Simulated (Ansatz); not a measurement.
# BSiH2F (SMILES B[Si]F) at U-revPBE/STO-3G

Aim: the electronic atomisation energy of BSiH2F at U-revPBE/STO-3G, from 5 runs. 

The calculation is run with Ansatz 0.2.0.

63 further runs of the same task are left out: 3 that didn't finish, 60 set aside as unsound or not needed.

### 1 The system as given

The species is BSiH2F (5 atoms), meant as a triplet with charge 0. SMILES: `B[Si]F`. Geometry: relaxed at GFN2-xTB.

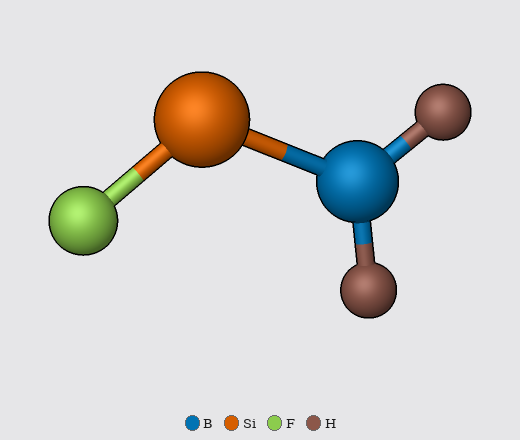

Viewed from a chosen angle; boron blue, silicon orange, fluorine green, hydrogen brown.

### 2 The energy at U-revPBE/STO-3G

The input, in.yaml:

```yaml
crystal:
  periodic: [false, false, false]
  atoms:
    - symbol: B
      position_ang: [0.234950, 0.685700, -0.124130]
    - symbol: Si
      position_ang: [-0.890020, -0.807470, -0.293660]
    - symbol: F
      position_ang: [-0.519870, -2.176130, 0.558950]
    - symbol: H
      position_ang: [-0.000350, 1.667090, -0.717680]
    - symbol: H
      position_ang: [1.175290, 0.630810, 0.576520]
basis:
  gaussian: {orbitals: STO-3G}
total_charge: 0
magnetization: {spin_polarized: true, initial_magnetization: 2}
hamiltonian: {xc: {name: revPBE}}
accuracy: high
```

The run is started by

```console
ansatz run in.yaml --threads 1 --pin off --max-ram 2610MiB --events-out events.jsonl --progress --plain --runs-dir runs
```

Output:

```text
Warning: RAYON_NUM_THREADS=1 ignored (pool sized by the plan → 1); use --threads N
Functional definition: revPBE
  name "revPBE"
  parameter kappa = 1.245
  parameter beta = 0.06672455060314922
  exchange = pbe_x(kappa = kappa, mu = beta*pi^2/3)
  correlation = pbe_c(beta = beta)
380 factors; integrals over basis functions are off by at most 1.0e-8 eV
mean field evaluation 1: about -11157.0065 eV, gradient 1.3e1 eV
mean field evaluation 2: about -11153.6847 eV, gradient 2.1e1 eV
mean field evaluation 4: about -11158.8000 eV, gradient 1.3e0 eV
mean field evaluation 8: about -11158.7617 eV, gradient 2.6e-2 eV
mean field evaluation 16: about -11158.7617 eV, gradient 5.1e-7 eV
mean field -11158.76171999 eV, -410.0769295293 hartree, gradient 4.7e-8 eV, S^2 2.002163; 0 other end points of the search recorded, 0 dependent functions left out
reference -11158.76172218 eV, -410.0769296099 hartree; 16, 14 occupied and 5, 7 virtual orbitals, 380 factors
Total energy: -11158.76172218 eV, -410.0769296099 hartree
```

Wall time 1.9 s (1 thread of Arm Neoverse V1, shared host); peak memory 0.13 GiB.

### 3 The B atom at the same level

The input, run.yaml:

```yaml
crystal:
  periodic: [false, false, false]
  atoms:
    - symbol: B
      position_ang: [0.000000, 0.000000, 0.000000]
basis:
  gaussian:
    orbitals: STO-3G
magnetization:
  spin_polarized: true
  initial_magnetization: 1
hamiltonian:
  xc: {name: revPBE}
accuracy: high
```

Run the same way, it converges to -24.26814 Eh (log not shown).

### 4 The F atom

The input, molecule.yaml:

```yaml
crystal:
  periodic: [false, false, false]
  atoms:
    - {symbol: F, position_ang: [0.000000, 0.000000, 0.000000]}
basis:
  gaussian: {orbitals: STO-3G}
magnetization: {spin_polarized: true, initial_magnetization: 1}
hamiltonian: {xc: {name: revPBE}}
accuracy: high
```

Run the same way, it converges to -98.24365 Eh (log not shown).

### 5 The H atom at the same level

The input, run.yaml:

```yaml
basis:
  gaussian:
    orbitals: STO-3G
crystal:
  periodic: [false, false, false]
  atoms:
    - {symbol: H, position_ang: [0.000000, 0.000000, 0.000000]}
magnetization:
  spin_polarized: true
  initial_magnetization: 1
hamiltonian:
  xc: {name: revPBE}
accuracy: high
```

Run the same way, it converges to -0.47010 Eh (log not shown).

### 6 The Si atom, same level

The input, molecule.yaml:

```yaml
crystal:
  periodic: [false, false, false]
  atoms:
    - {symbol: Si, position_ang: [0.000000, 0.000000, 0.000000]}
basis:
  gaussian: {orbitals: STO-3G}
magnetization: {spin_polarized: true, initial_magnetization: 2}
accuracy: high
hamiltonian: {xc: {name: revPBE}}
```

Run the same way, it converges to -285.87250 Eh (log not shown).

### 7 Results

At U-revPBE/STO-3G:

| quantity | value |
| --- | --- |
| molecule: total energy | -410.07693 Eh |
| molecule: ⟨S²⟩ | 2.002 |
| B atom: total energy | -24.26814 Eh |
| B atom: ⟨S²⟩ | 0.750 |
| F atom: total energy | -98.24365 Eh |
| F atom: ⟨S²⟩ | 0.750 |
| H atom: total energy | -0.47010 Eh |
| H atom: ⟨S²⟩ | 0.750 |
| Si atom: total energy | -285.87250 Eh |
| Si atom: ⟨S²⟩ | 2.000 |
| electronic atomisation energy | 20.475 eV |

In words: Taking the molecule apart into free atoms costs 20.48 eV (1976 kJ/mol), before zero-point energy and without spin-orbit coupling. In a minimal basis such a difference can be off by several eV, whatever the method.
